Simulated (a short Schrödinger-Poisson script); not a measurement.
Structure: gated Al0.33Ga0.67As/GaAs modulation-doped gas, at 300 K.

| layer | material | thickness (nm) | Nd (cm⁻³) | Na (cm⁻³) |
|---|---|---|---|---|
| 1 | Al0.33Ga0.67As | 15 | - | - |
| 2 | Al0.33Ga0.67As | 20 | 1.2e18 | - |
| 3 | Al0.33Ga0.67As | 3 | - | - |
| 4 | GaAs | 6000 | - | 3e14 |

The device is made up for the run: typed textbook-type constants, with dimensions and the other settings drawn at random. Al0.33Ga0.67As: permittivity 11.96, conduction-band edge (eV) 0.261, gap (eV) 1.836, electron mass (mₑ) 0.0944, Nv at 300 K (cm⁻³) 9e18. GaAs: permittivity 12.9, conduction-band edge (eV) 0, gap (eV) 1.424, Nv at 300 K (cm⁻³) 9e18.

Channel valleys (confinement mass, in-plane density-of-states mass, number): Γ 0.067, 0.067, 1. At the gate the conduction-band edge of layer 1 lies 1.01 eV − eVg above the Fermi level of the channel; the field vanishes at the back. Donor level 0.02 eV below the band edge. The barrier under the gate holds no holes. Gaps are held at their typed values at every temperature. Mesh 0.08 nm at interfaces.

From a short Schrödinger-Poisson script (our own, NumPy): 1D Poisson equation in equilibrium, electrons quantum, Hartree plus LDA exchange-correlation (BenDaniel-Duke, 40 states a valley, the channel's in-plane mass for all, wave functions free to enter the barrier), parabolic valleys, classical holes, donors ionised by Fermi statistics, acceptors fully, no traps, pinning or gate leakage.

Only gate voltages with over 1e8 electrons/cm² are shown.

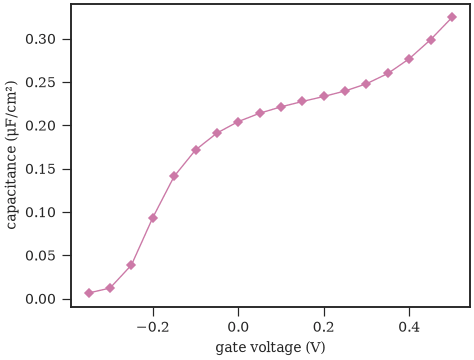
*Quasi-static capacitance against gate voltage*

| Vg (V) | electrons (cm⁻²) | in the channel layer | C (μF/cm²) | Γ E0 (meV) | Γ E1 (meV) |
|---|---|---|---|---|---|
| 0.5 | 8.79e11 | 8.43e11 | 0.324 | -5.5 | 39.4 |
| 0.4 | 7.71e11 | 7.49e11 | 0.277 | -0.3 | 42.3 |
| 0.3 | 6.41e11 | 6.27e11 | 0.248 | 7.1 | 46.6 |
| 0.2 | 5.01e11 | 4.93e11 | 0.233 | 16.6 | 52.3 |
| 0.1 | 3.61e11 | 3.57e11 | 0.221 | 28.6 | 60.0 |
| 0 | 2.29e11 | 2.27e11 | 0.204 | 44.5 | 71.1 |
| -0.1 | 1.11e11 | 1.10e11 | 0.172 | 68.3 | 89.5 |
| -0.2 | 2.59e10 | 2.58e10 | 0.0934 | 111.7 | 127.5 |
| -0.3 | 1.20e9 | 1.20e9 | 0.0122 | 194.1 | 207.7 |

Subbands count from the Fermi level.
